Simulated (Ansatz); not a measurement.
```xyz
10

Hf   -0.1671    0.0912    0.0328
O    -0.3853    0.2200    1.9316
H    -0.4858    0.2666    2.8826
F     1.6776    0.2312   -0.4836
F    -1.0806    1.5666   -0.7701
F    -0.9671   -1.5072   -0.6702
P     1.8108   -3.0578    1.3063
H     0.7205   -3.2241    0.3973
H     2.4643   -2.0937    0.4786
H     1.1279   -2.0566    2.0690
```

Core potentials replace the inner electrons of Hf.

These are results of Ansatz, RKS r2SCAN/def2-SVP, not measurements.

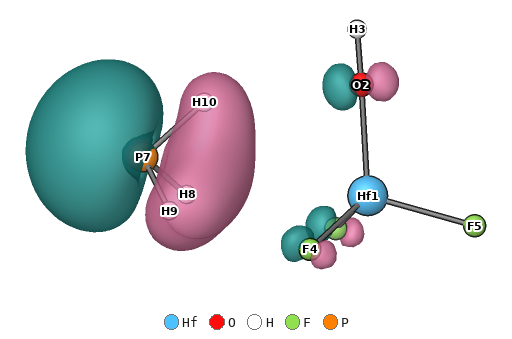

F₃HHfO···PH₃. The HOMO at ±0.1 Å⁻³ᐟ² (teal and pink are the two phases), seen at a tilt.

Question: Describe this orbital and give its energy.

Answer: It lies mainly on P7 (about 80 %); largely a lone pair of P7. Its energy is −7.12 eV.
